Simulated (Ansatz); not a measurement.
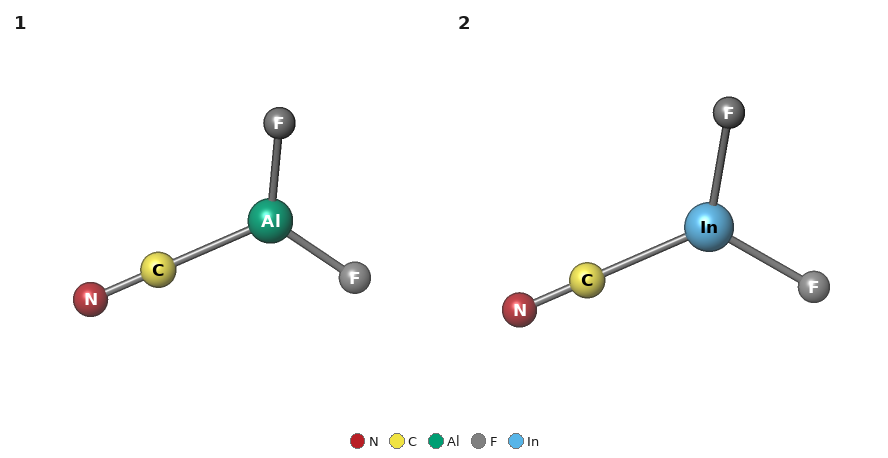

2 molecules with one skeleton, seen from the same side and at one scale. Charge 0, singlet. Computed geometries: PBE0-D4/def2-TZVP optimisations, one conformation each. Properties computed with Ansatz 0.2.0. Elements past Kr carry core potentials.

One atom differs, called X below: Al in panel 1, In in panel 2. Their formulas are CAlF2N (`N#[C][Al]([F])[F]`), CF2InN (`N#[C][In]([F])[F]`).

In which is the HOMO–LUMO gap larger (ωB97M-V/def2-QZVPP)?

In panel 1 (X = Al).

In which is the length of X–C larger (PBE0-D4/def2-TZVP)?

In panel 2 (X = In).

Give the values. With PBE0-D4/def2-TZVP: length of X–C (Å), mean length of X–F (Å), angle F–X–F (°), dipole moment (D), harmonic zero-point energy (kJ/mol). With ωB97M-V/def2-QZVPP: HOMO energy (Kohn–Sham orbital) (eV), HOMO–LUMO gap (eV).

| quantity | 1 (Al) | 2 (In) | 2 − 1 |
| --- | --- | --- | --- |
| length of X–C (Å) | 1.905 | 2.072 | +0.167 |
| mean length of X–F (Å) | 1.627 | 1.919 | +0.292 |
| angle F–X–F (°) | 121.5 | 112.9 | −8.6 |
| dipole moment (D) | 1.74 | 0.43 | −1.31 |
| harmonic zero-point energy (kJ/mol) | 35.0 | 29.0 | −6.0 |
| HOMO energy (Kohn–Sham orbital) (eV) | −12.90 | −13.10 | −0.20 |
| HOMO–LUMO gap (eV) | 12.60 | 12.11 | −0.49 |
